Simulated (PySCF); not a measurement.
C7H6F2O (SMILES FC(F)[C@]12C=C[C@H](C=C1)O2)

```yaml
atoms:
  - { symbol: F, position_ang: [2.6145, 1.1441, -0.2605] }
  - { symbol: C, position_ang: [2.0500, -0.0840, -0.2785] }
  - { symbol: F, position_ang: [2.6238, -0.7724, 0.7388] }
  - { symbol: C, position_ang: [0.5468, -0.0146, -0.0998] }
  - { symbol: C, position_ang: [-0.0345, 1.1012, 0.7839] }
  - { symbol: C, position_ang: [-1.2815, 1.2386, 0.3667] }
  - { symbol: C, position_ang: [-1.4398, 0.2059, -0.7551] }
  - { symbol: C, position_ang: [-1.4105, -1.1562, -0.0530] }
  - { symbol: C, position_ang: [-0.1624, -1.3013, 0.3590] }
  - { symbol: O, position_ang: [-0.1341, 0.2335, -1.3251] }
  - { symbol: H, position_ang: [2.3190, -0.5719, -1.2273] }
  - { symbol: H, position_ang: [0.5199, 1.5965, 1.5534] }
  - { symbol: H, position_ang: [-2.0638, 1.8855, 0.7054] }
  - { symbol: H, position_ang: [-2.2116, 0.3768, -1.4970] }
  - { symbol: H, position_ang: [-2.2627, -1.7930, 0.0649] }
  - { symbol: H, position_ang: [0.3194, -2.0798, 0.9128] }
```

Geometry: GFN2-xTB.

Method: PBE0/pcSseg-1, SCF density, gas phase, non-relativistic (PySCF 2.14.0).

Q: What can the converged electron density and electron localisation function tell about the bonding?

A: C–C (1.32 Å): the density is about 2.3 e/Å³ at the midpoint; the ELF peaks at about 0.90 between the atoms: a short, multiple covalent bond.
C–H (1.07 Å): ρ at the midpoint is about 2 e/Å³; the ELF climbs to about 1 towards the hydrogen, as it does in any bond to H: an ordinary covalent bond to hydrogen.
C–C (1.54 Å): ρ is about 1.6 e/Å³ halfway; the ELF peaks at about 0.95 between the atoms, as expected for localised, covalent bonding.

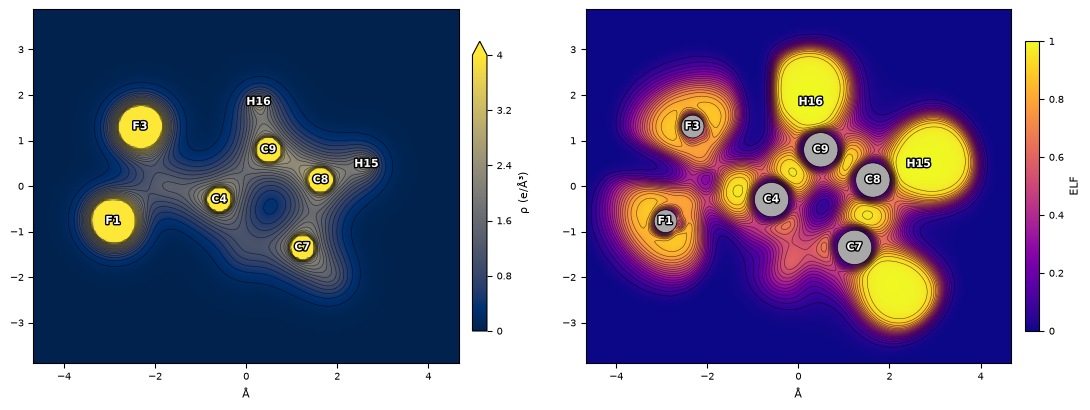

Computed electron density and electron localisation function on the plane of atoms C8, C9 and H16, in this order. Grey discs cover the atomic cores in the ELF map. 
